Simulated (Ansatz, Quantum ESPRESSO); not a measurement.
# Cl-CC-Cl chair, 1 layer in a field-effect set-up, part 3 of 7

How rigid are the bands of Cl-CC-Cl chair, 1 layer under field-effect doping?

Quantum ESPRESSO 7.5; plane-wave DFT, PBE, GBRV ultrasoft pseudopotentials; geometry by Ansatz 0.2.0 with PAW datasets.

So far. Step 3 (Self-consistent run: neutral sheet, no gate): The run needed 17 iterations to bring the estimated error under 1e-07 Ry.

**6. Bands along a path: neutral sheet, no gate**

The density is frozen and the levels are solved along a path.

The input, g0.bands.in:

```
&control
  prefix = 'g0.bands'
  outdir = './out'
  pseudo_dir = './pseudo'
  calculation = 'bands'
  tefield = .true.
  dipfield = .true.
/
&system
  ibrav = 0
  nat = 4
  ntyp = 2
  ecutwfc = 40
  ecutrho = 200
  occupations = 'smearing'
  smearing = 'fd'
  degauss = 0.004
  edir = 3
  emaxpos = 0.210506
  eopreg = 0.01
  eamp = 0.0
  nbnd = 17
/
&electrons
  conv_thr = 1e-07
  mixing_beta = 0.4
  electron_maxstep = 120
  mixing_mode = 'local-TF'
/
ATOMIC_SPECIES
  Cl  35.4500  cl_pbe_v1.4.uspp.F.UPF
  C   12.0110  c_pbe_v1.2.uspp.F.UPF
CELL_PARAMETERS angstrom
  2.91236399479853 -0.00000000000000 -0.00000000000000
  -1.45618199739926 2.52218120456265 -0.00000000000000
  -0.00000000000000 -0.00000000000000 26.06666666670000
ATOMIC_POSITIONS crystal
  Cl  0.666666666667 0.333333333333 0.422980793916
  C   0.666666666667 0.333333333333 0.490235704282
  C   0.333333333333 0.666666666667 0.509764295302
  Cl  0.333333333333 0.666666666667 0.577019206500
K_POINTS crystal_b
4
  0.0000000000 0.0000000000 0.0000000000 14
  0.5000000000 0.0000000000 0.0000000000 14
  0.3333333333 0.3333333333 0.0000000000 14
  0.0000000000 0.0000000000 0.0000000000 1
```

On the command line:

```console
$ cp -r out/g0.save out/g0.bands.save
$ cp out/g0.xml out/g0.bands.xml
$ OMP_NUM_THREADS=1 mpirun -n 4 pw.x -nk 4 -in g0.bands.in > g0.bands.out
```

Output:

```text
[banner, memory and clock lines left out]
Program PWSCF v.7.5 starts

          URL

     Presently no symmetry can be used with electric field

     Atomic positions and unit cell read from directory:
     ./out/g0.bands.save/

     G-vector sticks info

     bravais-lattice index     =            0
     lattice parameter (alat)  =       5.5036  a.u.
     unit-cell volume          =    1292.1235 (a.u.)^3
     number of atoms/cell      =            4
     number of atomic types    =            2
     number of electrons       =        22.00
     number of Kohn-Sham states=           17
     kinetic-energy cutoff     =      40.0000  Ry
     charge density cutoff     =     200.0000  Ry
     Exchange-correlation= SLA  PW   PBE  PBE
                           (   1   4   3   4   0   0   0)

     celldm(1)=   5.503570  celldm(2)=   0.000000  celldm(3)=   0.000000
     celldm(4)=   0.000000  celldm(5)=   0.000000  celldm(6)=   0.000000

     crystal axes: (cart. coord. in units of alat)
               a(1) = (   1.000000  -0.000000  -0.000000 )
               a(2) = (  -0.500000   0.866025  -0.000000 )
               a(3) = (  -0.000000  -0.000000   8.950346 )

     reciprocal axes: (cart. coord. in units 2 pi/alat)
               b(1) = (  1.000000  0.577350  0.000000 )
               b(2) = (  0.000000  1.154701  0.000000 )
               b(3) = (  0.000000  0.000000  0.111728 )

     PseudoPot. # 1 for Cl read from file:
     ./pseudo/cl_pbe_v1.4.uspp.F.UPF
     Pseudo is Ultrasoft + core correction, Zval =  7.0
     Generated by new atomic code, or converted to UPF format
     Using radial grid of  909 points,  6 beta functions with:
                l(1) =   0
                l(2) =   0
                l(3) =   1
                l(4) =   1
                l(5) =   2
                l(6) =   2
     Q(r) pseudized with  8 coefficients,  rinner =    1.300   1.300   1.300
                                                       1.300   1.300

     PseudoPot. # 2 for C  read from file:
     ./pseudo/c_pbe_v1.2.uspp.F.UPF
     Pseudo is Ultrasoft + core correction, Zval =  4.0
     Generated by new atomic code, or converted to UPF format
     Using radial grid of  721 points,  4 beta functions with:
                l(1) =   0
                l(2) =   0
                l(3) =   1
                l(4) =   1
     Q(r) pseudized with  8 coefficients,  rinner =    1.100   1.100   1.100

     atomic species   valence    mass     pseudopotential
     Cl                7.00    35.45000     Cl( 1.00)
     C                 4.00    12.01100     C ( 1.00)

     No symmetry found

   Cartesian axes

     site n.     atom                  positions (alat units)
         1        Cl     tau(   1) = (   0.5000000   0.2886751   3.7858246  )
         2        C      tau(   2) = (   0.5000000   0.2886751   4.3877794  )
         3        C      tau(   3) = (  -0.0000000   0.5773503   4.5625670  )
         4        Cl     tau(   4) = (  -0.0000000   0.5773503   5.1645218  )

     number of k points=    43  Fermi-Dirac smearing, width (Ry)=  0.0040
                       cart. coord. in units 2pi/alat
        k(    1) = (   0.0000000   0.0000000   0.0000000), wk =   0.0465116
        k(    2) = (   0.0357143   0.0206197   0.0000000), wk =   0.0465116
        k(    3) = (   0.0714286   0.0412393   0.0000000), wk =   0.0465116
        k(    4) = (   0.1071429   0.0618590   0.0000000), wk =   0.0465116
        k(    5) = (   0.1428571   0.0824786   0.0000000), wk =   0.0465116
        k(    6) = (   0.1785714   0.1030983   0.0000000), wk =   0.0465116
        k(    7) = (   0.2142857   0.1237179   0.0000000), wk =   0.0465116
        k(    8) = (   0.2500000   0.1443376   0.0000000), wk =   0.0465116
        k(    9) = (   0.2857143   0.1649572   0.0000000), wk =   0.0465116
        k(   10) = (   0.3214286   0.1855769   0.0000000), wk =   0.0465116
        k(   11) = (   0.3571429   0.2061965   0.0000000), wk =   0.0465116
        k(   12) = (   0.3928571   0.2268162   0.0000000), wk =   0.0465116
        k(   13) = (   0.4285714   0.2474358   0.0000000), wk =   0.0465116
        k(   14) = (   0.4642857   0.2680555   0.0000000), wk =   0.0465116
        k(   15) = (   0.5000000   0.2886751   0.0000000), wk =   0.0465116
        k(   16) = (   0.4880952   0.3092948   0.0000000), wk =   0.0465116
        k(   17) = (   0.4761905   0.3299144   0.0000000), wk =   0.0465116
        k(   18) = (   0.4642857   0.3505341   0.0000000), wk =   0.0465116
        k(   19) = (   0.4523810   0.3711537   0.0000000), wk =   0.0465116
        k(   20) = (   0.4404762   0.3917734   0.0000000), wk =   0.0465116
        k(   21) = (   0.4285714   0.4123930   0.0000000), wk =   0.0465116
        k(   22) = (   0.4166667   0.4330127   0.0000000), wk =   0.0465116
        k(   23) = (   0.4047619   0.4536324   0.0000000), wk =   0.0465116
        k(   24) = (   0.3928571   0.4742520   0.0000000), wk =   0.0465116
        k(   25) = (   0.3809524   0.4948717   0.0000000), wk =   0.0465116
        k(   26) = (   0.3690476   0.5154913   0.0000000), wk =   0.0465116
        k(   27) = (   0.3571429   0.5361110   0.0000000), wk =   0.0465116
        k(   28) = (   0.3452381   0.5567306   0.0000000), wk =   0.0465116
        k(   29) = (   0.3333333   0.5773503   0.0000000), wk =   0.0465116
        k(   30) = (   0.3095238   0.5361110   0.0000000), wk =   0.0465116
        k(   31) = (   0.2857143   0.4948717   0.0000000), wk =   0.0465116
        k(   32) = (   0.2619048   0.4536324   0.0000000), wk =   0.0465116
        k(   33) = (   0.2380952   0.4123930   0.0000000), wk =   0.0465116
        k(   34) = (   0.2142857   0.3711537   0.0000000), wk =   0.0465116
        k(   35) = (   0.1904762   0.3299144   0.0000000), wk =   0.0465116
        k(   36) = (   0.1666667   0.2886751   0.0000000), wk =   0.0465116
        k(   37) = (   0.1428571   0.2474358   0.0000000), wk =   0.0465116
        k(   38) = (   0.1190476   0.2061965   0.0000000), wk =   0.0465116
        k(   39) = (   0.0952381   0.1649572   0.0000000), wk =   0.0465116
        k(   40) = (   0.0714286   0.1237179   0.0000000), wk =   0.0465116
        k(   41) = (   0.0476190   0.0824786   0.0000000), wk =   0.0465116
        k(   42) = (   0.0238095   0.0412393   0.0000000), wk =   0.0465116
        k(   43) = (   0.0000000   0.0000000   0.0000000), wk =   0.0465116

     Dense  grid:    61901 G-vectors     FFT dimensions: (  25,  25, 225)

     Smooth grid:    44023 G-vectors     FFT dimensions: (  24,  24, 200)

     The potential is recalculated from file :
     ./out/g0.bands.save/charge-density

     negative rho (up, down):  2.979E-02 0.000E+00

[...]
-3.7210  -2.5235  -1.3876   1.4428   2.0035   2.9608   4.5199   4.6648
     4.8534

          k = 0.2857 0.1650 0.0000 (  5536 PWs)   bands (ev):

   -19.4927 -18.2878 -14.4978 -10.2669  -8.4659  -7.0087  -6.3771  -4.7868
    -4.2811  -2.6490  -1.5243   1.3184   2.2471   3.0253   4.9524   5.0550
     5.1948

          k = 0.3214 0.1856 0.0000 (  5514 PWs)   bands (ev):

   -19.2361 -18.1314 -14.2649 -10.6594  -8.5423  -7.2082  -6.5620  -5.1148
    -4.7803  -2.7660  -1.6496   1.2158   2.4923   3.0504   5.3644   5.4737
     5.4958

          k = 0.3571 0.2062 0.0000 (  5510 PWs)   bands (ev):

   -18.9766 -17.9922 -14.0264 -11.1154  -8.5260  -7.4088  -6.7192  -5.4269
    -5.1738  -2.8690  -1.7585   1.1416   2.7204   3.0482   5.4735   5.7450
     5.9912

          k = 0.3929 0.2268 0.0000 (  5496 PWs)   bands (ev):

   -18.7291 -17.8826 -13.7901 -11.5623  -8.4901  -7.5824  -6.8449  -5.7173
    -5.4513  -2.9535  -1.8470   1.0950   2.9105   3.0339   5.4133   5.9374
     6.3941

          k = 0.4286 0.2474 0.0000 (  5476 PWs)   bands (ev):

   -18.5139 -17.8121 -13.5662 -11.9553  -8.4669  -7.7138  -6.9365  -5.9201
    -5.6604  -3.0162  -1.9123   1.0704   3.0104   3.0544   5.3365   6.0723
     6.6572

          k = 0.4643 0.2681 0.0000 (  5460 PWs)   bands (ev):

   -18.3594 -17.7807 -13.3785 -12.2515  -8.4581  -7.7991  -6.9921  -6.0057
    -5.8194  -3.0547  -1.9523   1.0602   3.0032   3.1278   5.2884   6.1516
     6.8234

          k = 0.5000 0.2887 0.0000 (  5460 PWs)   bands (ev):

   -18.3012 -17.7743 -13.2943 -12.3731  -8.4559  -7.8300  -7.0108  -6.0109
    -5.8942  -3.0676  -1.9658   1.0577   3.0000   3.1514   5.2734   6.1777
     6.8865

          k = 0.4881 0.3093 0.0000 (  5470 PWs)   bands (ev):

   -18.2972 -17.7725 -13.2895 -12.3697  -8.4569  -7.8256  -7.0402  -6.0042
    -5.8954  -3.0961  -1.9973   1.1044   3.0050   3.1562   5.2848   6.1623
     6.9002

          k = 0.4762 0.3299 0.0000 (  5466 PWs)   bands (ev):

   -18.2853 -17.7673 -13.2752 -12.3595  -8.4611  -7.8125  -7.1241  -5.9844
    -5.8992  -3.1790  -2.0896   1.2412   3.0195   3.1709   5.3111   6.1261
     6.9393

          k = 0.4643 0.3505 0.0000 (  5456 PWs)   bands (ev):

   -18.2656 -17.7589 -13.2514 -12.3431  -8.4723  -7.7912  -7.2499  -5.9522
    -5.9057  -3.3097  -2.2367   1.4588   3.0428   3.1957   5.3296   6.0949
     6.9990

          k = 0.4524 0.3712 0.0000 (  5460 PWs)   bands (ev):

   -18.2386 -17.7478 -13.2184 -12.3215  -8.4982  -7.7625  -7.3983  -5.9153
    -5.9081  -3.4785  -2.4294   1.7436   3.0737   3.2318   5.3125   6.0946
     7.0755

          k = 0.4405 0.3918 0.0000 (  5472 PWs)   bands (ev):

   -18.2046 -17.7348 -13.1765 -12.2962  -8.5513  -7.7276  -7.5441  -5.9281
    -5.8527  -3.6741  -2.6577   2.0776   3.1109   3.2824   5.2484   6.1305
     7.1670

          k = 0.4286 0.4124 0.0000 (  5488 PWs)   bands (ev):

   -18.1645 -17.7209 -13.1259 -12.2692  -8.6453  -7.6883  -7.6610  -5.9444
    -5.7861  -3.8848  -2.9110   2.4365   3.1528   3.3569   5.1490   6.1832
     7.2732

          k = 0.4167 0.4330 0.0000 (  5494 PWs)   bands (ev):

   -18.1189 -17.7073 -13.0671 -12.2434  -8.7847  -7.7327  -7.6467  -5.9641
    -5.7084  -4.0994  -3.1794   2.7787   3.1977   3.4820   5.0322   6.2288
     7.3943

          k = 0.4048 0.4536 0.0000 (  5498 PWs)   bands (ev):

   -18.0689 -17.6952 -13.0005 -12.2224  -8.9571  -7.7612  -7.6061  -5.9866
    -5.6201  -4.3075  -3.4538   3.0361   3.2436   3.7107   4.9121   6.2502
     7.5307

          k = 0.3929 0.4743 0.0000 (  5506 PWs)   bands (ev):

   -18.0156 -17.6863 -12.9265 -12.2108  -9.1407  -7.7581  -7.5700  -6.0108
    -5.5215  -4.4997  -3.7256   3.1843   3.2881   4.0516   4.7989   6.2381
     7.6822

          k = 0.3810 0.4949 0.0000 (  5520 PWs)   bands (ev):

   -17.9605 -17.6824 -12.8456 -12.2140  -9.3146  -7.7353  -7.5427  -6.0343
    -5.4134  -4.6682  -3.9871   3.2706   3.3283   4.4406   4.6998   6.1891
     7.8482

          k = 0.3690 0.5155 0.0000 (  5528 PWs)   bands (ev):

   -17.9051 -17.6854 -12.7582 -12.2373  -9.4624  -7.7012  -7.5284  -6.0546
    -5.2971  -4.8065  -4.2306   3.3281   3.3615   4.6204   4.8260   6.1042
     8.0271

          k = 0.3571 0.5361 0.0000 (  5522 PWs)   bands (ev):

   -17.8511 -17.6973 -12.6644 -12.2851  -9.5729  -7.6617  -7.5298  -6.0691
    -5.1758  -4.9099  -4.4471   3.3677   3.3854   4.5640   5.1762   5.9875
     8.2155

          k = 0.3452 0.5567 0.0000 (  5526 PWs)   bands (ev):

   -17.8005 -17.7199 -12.5643 -12.3592  -9.6396  -7.6206  -7.5479  -6.0770
    -5.0606  -4.9747  -4.6209   3.3922   3.3988   4.5316   5.4672   5.8443
     8.4068

          k = 0.3333 0.5774 0.0000 (  5520 PWs)   bands (ev):

   -17.7561 -17.7542 -12.4583 -12.4575  -9.6614  -7.5811  -7.5801  -6.0793
    -4.9997  -4.9980  -4.7005   3.4010   3.4025   4.5216   5.6809   5.6811
     8.5444

          k = 0.3095 0.5361 0.0000 (  5522 PWs)   bands (ev):

   -17.8685 -17.6885 -12.7109 -12.2236  -9.5842  -7.6752  -7.5071  -6.0712
    -5.1191  -4.9256  -4.4859   3.3729   3.3819   4.5505   5.3198   5.8554
     8.3821

          k = 0.2857 0.4949 0.0000 (  5494 PWs)   bands (ev):

   -18.0430 -17.6656 -13.0028 -11.9548  -9.3841  -7.7873  -7.4328  -6.0326
    -5.1996  -4.7145  -4.1425   3.2824   3.3293   4.5777   4.9862   5.7621
     7.9744

          k = 0.2619 0.4536 0.0000 (  5500 PWs)   bands (ev):

   -18.2745 -17.6961 -13.3052 -11.6433  -9.1008  -7.9095  -7.3330  -5.9226
    -5.1759  -4.4099  -3.7632   3.1456   3.2313   4.3689   4.9269   5.5231
     7.4756

          k = 0.2381 0.4124 0.0000 (  5528 PWs)   bands (ev):

   -18.5503 -17.7812 -13.6071 -11.2848  -8.7585  -8.0414  -7.1871  -5.7043
    -5.0715  -4.0515  -3.3628   2.9879   3.0706   4.0034   5.0726   5.2164
     6.9111

          k = 0.2143 0.3712 0.0000 (  5523 PWs)   bands (ev):

   -18.8529 -17.9141 -13.9051 -10.8882  -8.3710  -8.1682  -6.9956  -5.3660
    -4.9063  -3.6693  -2.9522   2.8341   2.8454   3.6355   4.8828   5.2512
     6.2492

          k = 0.1905 0.3299 0.0000 (  5529 PWs)   bands (ev):

   -19.1641 -18.0816 -14.1958 -10.4868  -8.2459  -7.9511  -6.7775  -4.9179
    -4.6857  -3.2870  -2.5432   2.5724   2.7012   3.2920   4.5439   5.3457
     5.5997

          k = 0.1667 0.2887 0.0000 (  5517 PWs)   bands (ev):

   -19.4679 -18.2683 -14.4737 -10.1531  -8.1937  -7.5214  -6.5534  -4.4054
    -4.3819  -2.9236  -2.1488   2.2778   2.5978   2.9767   4.2100   5.0232
     5.0835

          k = 0.1429 0.2474 0.0000 (  5521 PWs)   bands (ev):

   -19.7513 -18.4590 -14.7315  -9.9726  -7.9235  -7.1271  -6.3211  -4.0617
    -3.7865  -2.5923  -1.7821   1.9860   2.5263   2.6845   3.8884   4.5236
     4.6417

          k = 0.1190 0.2062 0.0000 (  5565 PWs)   bands (ev):

   -20.0043 -18.6403 -14.9620  -9.9462  -7.4399  -6.8345  -6.0475  -3.6614
    -3.1698  -2.2949  -1.4553   1.7158   2.4029   2.4845   3.5914   4.1008
     4.2391

          k = 0.0952 0.1650 0.0000 (  5587 PWs)   bands (ev):

   -20.2195 -18.8016 -15.1590 -10.0007  -6.8314  -6.6700  -5.7299  -3.2229
    -2.6046  -1.9987  -1.1794   1.4792   2.1091   2.4627   3.3397   3.7529
     3.9021

          k = 0.0714 0.1237 0.0000 (  5587 PWs)   bands (ev):

   -20.3917 -18.9348 -15.3172 -10.0776  -6.5927  -6.1873  -5.4257  -2.7774
    -2.2287  -1.6096  -0.9631   1.2817   1.7773   2.4404   3.1596   3.4787
     3.6358

          k = 0.0476 0.0825 0.0000 (  5597 PWs)   bands (ev):

   -20.5171 -19.0338 -15.4329 -10.1462  -6.5596  -5.5930  -5.1864  -2.3736
    -2.0571  -1.1653  -0.8126   1.1144   1.4266   2.3963   3.0695   3.2784
     3.3365

          k = 0.0238 0.0412 0.0000 (  5613 PWs)   bands (ev):

   -20.5932 -19.0948 -15.5033 -10.1919  -6.5471  -5.1532  -5.0370  -2.0800
    -1.9878  -0.8281  -0.7282   0.9370   1.1917   2.3422   3.0495   3.1208
     3.1538

          k = 0.0000 0.0000 0.0000 (  5607 PWs)   bands (ev):

   -20.6188 -19.1154 -15.5269 -10.2078  -6.5441  -4.9865  -4.9865  -1.9704
    -1.9704  -0.7023  -0.7023   0.8354   1.1312   2.3174   3.0528   3.0528
     3.1092

     XML data file, pseudopotentials, collected wavefunctions

                                        0.00s GPU  (     801 calls)
[key lines of the parts left out:]
Dipole field         -0.0000 Ry au,
```

Run time: 19 s. Hardware: 4 MPI ranks of Arm Neoverse V2, shared host; peak memory 0.29 GiB.

Numbers from this step:

- valence top, on the run's zero: -0.7023 eV
- conduction bottom, on the run's zero: 0.8354 eV

Band numbers count within the set of bands kept for display. The electronic bands at the labelled points (eV, zero at the highest filled level of the SCF mesh; v1 is the highest filled band, c1 the lowest empty one):

```csv
point,v4,v3,v2,v1,c1,c2,c3,c4
Γ,-1.27,-1.27,0.00,0.00,1.54,1.83,3.02,3.75
M,-5.31,-5.19,-2.37,-1.26,1.76,3.70,3.85,5.97
K,-5.38,-4.30,-4.30,-4.00,4.10,4.10,5.22,6.38
Γ,-1.27,-1.27,0.00,0.00,1.54,1.83,3.02,3.75
```

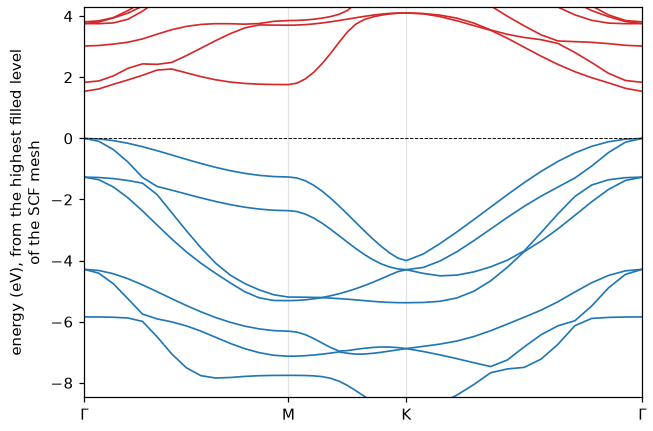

Electronic bands along the path; lines of filled and empty bands in two colours.

Along this path the valence top lies at Γ and the conduction bottom at Γ.

(Continued in part 4 of 7.)

[Logs are printed without paths, hosts, clocks, repeated set-up lines and the standing remarks that a program may print on its own settings, such as how far it seeks lower states.]

[Hosts, paths, dates, database ids (printed as entryN), source tags and the programs' standing remarks are cut or masked in the printed files.]

[Maps of the electrostatic potential energy from Ansatz leave out the sawtooth potential of an applied field or a dipole correction, so their vacuum need not be flat; planar profiles and work functions include it.]
